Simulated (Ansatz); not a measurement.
**Amorphous Si$_{30}$N$_{44}$Ti$_{3}$**

Preparation: random packing, a CHGNet melt and quench, and a DFT relaxation. N atoms were pushed apart under 1.9 Å during the dynamics, to hinder bonds among them. The hot cell started wider than the set density and was brought back towards it in steps. It is the lowest in DFT energy of 2 quenches. It is a model cell: composition and starting density were chosen by hand, and all elements were melted together. No dispersion term was used.

Methods: PBE, scalar-relativistic without spin-orbit coupling (Ansatz, an electronic-structure program); r2SCAN, scalar-relativistic without spin-orbit coupling (Ansatz); HSE06, scalar-relativistic without spin-orbit coupling (Ansatz). Geometry, pressure, stress and energy are those of the PBE run. Its sampling: a 2×2×2 Γ-centred mesh; Fermi-Dirac width 0.02 eV; no spin polarisation. Other functionals are single points at the zone centre (r2SCAN at 500 eV; exact exchange cut at the cell's faces), free to take moments where seeds were set. At PBE the levels at the empty edge of the gap are localised (band-tail or defect states), and the nearest spread-out levels lie 2.5 eV apart at the zone centre.

```yaml
number_of_atoms_in_the_cell: 77
Density (held, not predicted): 3.05 g/cm^3
volume_per_atom: 11.32 Å^3
Pressure on a 2×2×2 Γ-centred mesh: 0.32 GPa
Largest force and stress component on that mesh (the relaxation ran on the zone centre alone): 0.09 eV/Å and 0.3 GPa
Level gap on a 2×2×2 Γ-centred mesh (PBE): 1.73 eV
Level gap at the zone centre (PBE): 1.73 eV
Level gap at the zone centre (r2SCAN): 2.00 eV
Level gap at the zone centre (HSE06): 3.04 eV
```

Neighbours within Si-Si 2.60 Å, Si-N 2.08 Å, Si-Ti 2.78 Å, N-N 1.70 Å, N-Ti 2.54 Å, Ti-Ti 3.12 Å count as bonded. Two cations that share two anions don't count as bonded, nor two that share one unless they lie closer than Si-Si 2.38 Å, Si-Ti 2.71 Å, Ti-Ti 3.04 Å.

```
Property                                                                                             Value
---------------------------------  -----------------------------------------------------------------------
Mean coordination of Si by anions           4.00 (30 with 4); 1 close contacts or bonds to cations besides
Mean coordination of N                                                          3.05 (42 with 3, 2 with 4)
Mean coordination of Ti by anions  4.67 (1 with 4, 2 with 5); 1 close contacts or bonds to cations besides
Mean Si-N bond                                                       1.763 Å (spread 0.048 Å, 120 counted)
Mean N-Ti bond                                                        2.013 Å (spread 0.182 Å, 14 counted)
```

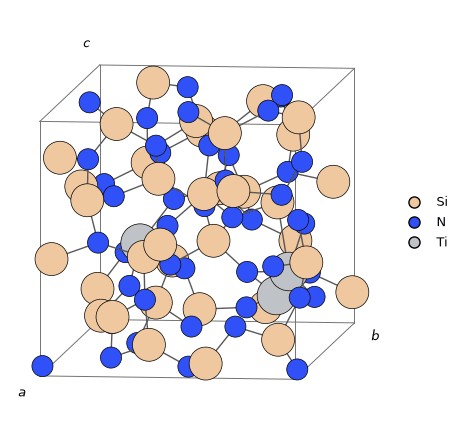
Figure. The relaxed cell

Its density started from a set value of 3.05 g/cm³. The simulated quench (nominally 300 K/ps over its main leg) is rapid and tends to freeze in more defects than a deposited or slowly cooled glass has. One small periodic cell is one sample of the glass; other quenches scatter about these values. The volume was held where the preparation left it and the shape relaxed, at a PBE pressure of 0.3 GPa.
